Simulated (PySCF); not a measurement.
# H8NPSi2: the cost of one run

The runs use PySCF 2.14.0, with density-fitted response routines of our own; the level of theory stands in each step. All values are computed, except where a source is named. Atoms count from 0, in the outputs and in this text.

## 1. The molecule as given

12 atoms, charge 0, multiplicity 1; geometry from: PBE0-D3(BJ)/def2-SVP.

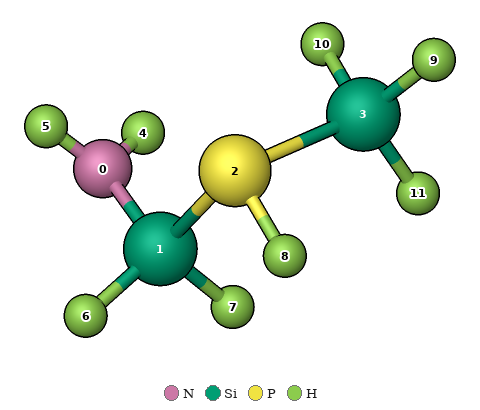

As it starts; nitrogen pink, silicon teal, phosphorus yellow, hydrogen green, atoms numbered.

## 2. TDDFT and polarisability: LDA/def2-SVPD

Job settings and geometry (Å):

```
{"job": {"kind": "uv", "xc": "LDA", "basis": "def2-SVPD", "ip": true}, "charge": 0, "multiplicity": 1}
N      1.988358     0.631896     0.766392
Si     1.213948    -0.701975    -0.008749
P     -0.463637    -0.057173    -1.412273
Si    -1.934403     0.427161     0.228751
H      1.555771     1.055389     1.579369
H      2.480314     1.325877     0.214820
H      2.203851    -1.425508    -0.861913
H      0.706061    -1.602841     1.070974
H     -0.961290    -1.376395    -1.657821
H     -3.243068     0.855788    -0.349970
H     -1.359602     1.571776     1.003671
H     -2.172603    -0.705652     1.177713
```

Method: TDDFT LDA/def2-SVPD, vertical, gas phase, core orbitals frozen in the response.

The run is started by

```bash
> OMP_NUM_THREADS=1 python probes_run.py task.json out
```

This one command runs all jobs of the session in turn.

**Question.** How long does this first job take on 1 thread of Arm Neoverse N1, shared host?

About 56 s.
